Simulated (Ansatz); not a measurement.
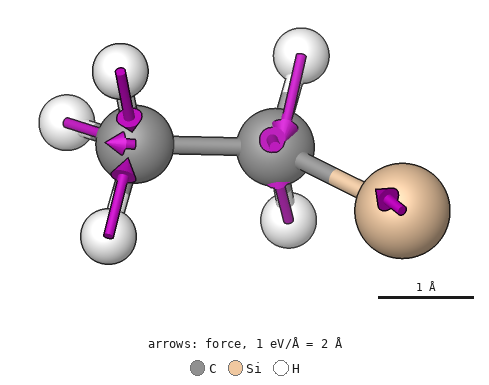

Starting geometry of C$_{2}$H$_{5}$Si (charge −1) with the computed forces as purple arrows. A ball-and-stick model, seen from a free direction.

It is one of the separated reactants of a reaction.

Method: RKS PBE0-D4/def2-TZVPD (Ansatz). Settings: force threshold 0.005 eV/Å; at most 200 steps.

**Is this structure relaxed? If not, where do the atoms go?**

It isn't relaxed: the largest force vector, on an H atom, is 0.56 eV/Å. The final displacements follow the starting forces only in part (cosine between the two patterns 0.42). The energy falls by 2.70 kJ/mol in 6 geometry steps. The largest force component goes from 0.51 to 0.00068 eV/Å. The Si atom moves most after the best rigid fit: 0.068 Å. By element the largest moves are Si 0.068 Å, H 0.043 Å, C 0.028 Å. Among the contacts that change: C–H 1.124 → 1.106 Å, C–H 1.111 → 1.096 Å, C–C 1.542 → 1.529 Å, C–Si 1.946 → 1.933 Å. Bond angles that change, for instance: Si–C–H 114.4° → 110.6°, Si–C–H 98.1° → 101.4°. The run took 28 s on 2 threads of Arm Neoverse V2, on a shared host.
